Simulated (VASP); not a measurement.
Band structure of FeSi (space group P2_13). These are modified Becke-Johnson potential (mBJ), VASP's PBE PAW potentials (set 64) (plane waves; VASP) values and carry that method's errors.

mBJ is a potential without an energy functional, so only the levels count.

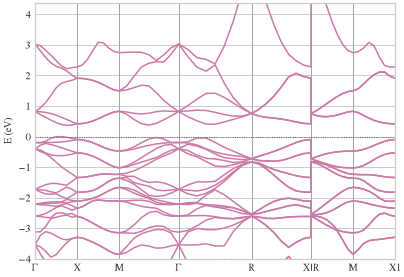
Bands along high-symmetry lines, zero at the valence-band maximum or, without a gap, the Fermi level

### Question
Read the plot: is there a gap, and where are the band edges?

### Answer
The gap is indirect, 0.37 eV, from the valence maximum at Γ-X at 0.62 to the conduction minimum at Γ-X at 0.75.

The structure comes from a computed database's FeSi entry (P2_13); how it stands against other phases isn't given here. It was relaxed first. The cell's shape comes from a PBE relaxation. The run is not spin-polarised, so no magnetic state was tried.
